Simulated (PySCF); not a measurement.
## Electronic structure of C4H11O3Si (doublet) in real space

```xyz
19

C    -3.1759    0.3464    0.0184
O    -1.8247    0.4151   -0.3557
C    -1.1027   -0.7585   -0.0392
Si    0.6870   -0.4500   -0.6374
O     1.3139    0.9320   -0.0247
C     0.8488    2.2444   -0.1490
O     1.5391   -1.6559    0.0533
C     2.9229   -1.7904    0.1729
H    -3.6821   -0.4866   -0.4849
H    -3.2813    0.2167    1.1033
H    -3.6354    1.2867   -0.2812
H    -1.1223   -0.9311    1.0480
H    -1.5638   -1.6290   -0.5193
H     1.2715    2.8264    0.6716
H    -0.2403    2.2771   -0.1042
H     1.1776    2.6716   -1.0993
H     3.3748   -0.8634    0.5286
H     3.1208   -2.5925    0.8848
H     3.3625   -2.0497   -0.7934
```

Geometry: GFN2-xTB.

Computed with UKS B3LYP, pcH-1 on C H O Si, non-relativistic, mean-field spin-orbit, GIAO in PySCF 2.14.0, density-fitted response routines.

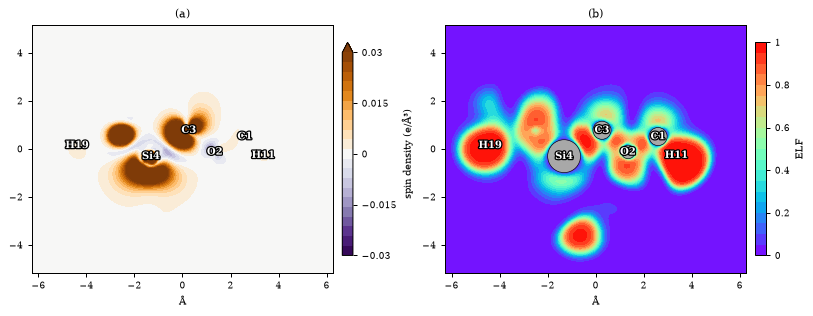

Figure 1. (a) spin density (α minus β); (b) electron localisation function on the plane of atoms O2, C1 and H11. Grey discs cover the atomic cores in the ELF map.

**What do the fields say about this system?**

- The section cuts through C, O, Si and H sites.
- C–O (1.40 Å): the ELF peaks at about 0.90 between the atoms: a polar covalent bond.
- C–Si (1.91 Å): the ELF peaks at about 1 between the atoms (a shared electron pair).
- C–H (1.09 Å): the ELF climbs to about 1 towards the hydrogen, as it does in any bond to H; a covalent bond by its length.
- The ELF also peaks beside O2 and O7, away from the bonds: non-bonding electrons, paired or unpaired.
- The unpaired spin (1 electron) lies mostly on Si4 (about 0.7), C3 (about 0.1), O5 (about 0.1) and O7 (about 0.1), in electrons by Hirshfeld's partition.

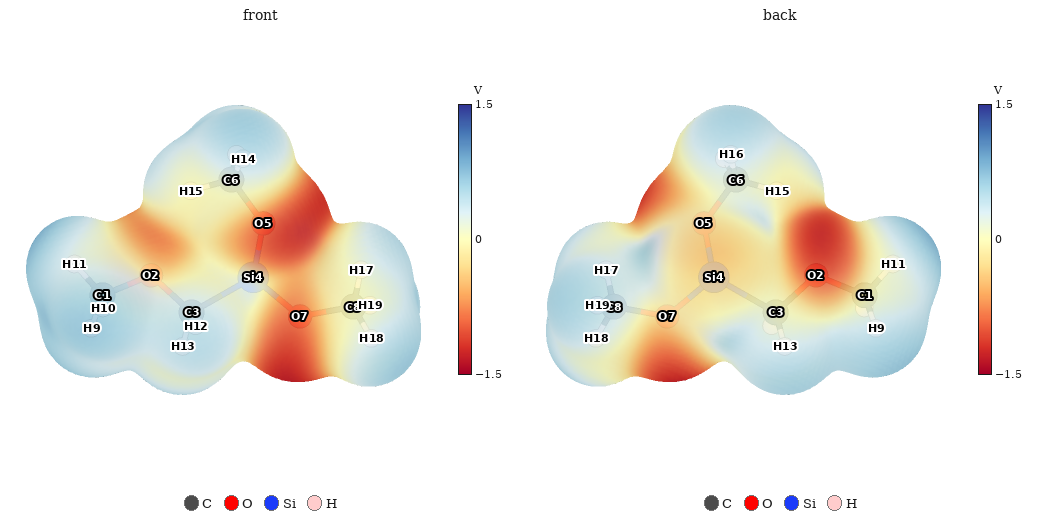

Figure 2. The electrostatic potential painted on the density surface at 0.002 e/bohr³, seen from the front and from behind; the colour scale runs from red (negative) to blue (positive).

**Where is the surface potential most negative and most positive?**

The most negative region (about −1.3 V) lies over O2, O5 and O7, the most positive (about +0.7 V) over H11.
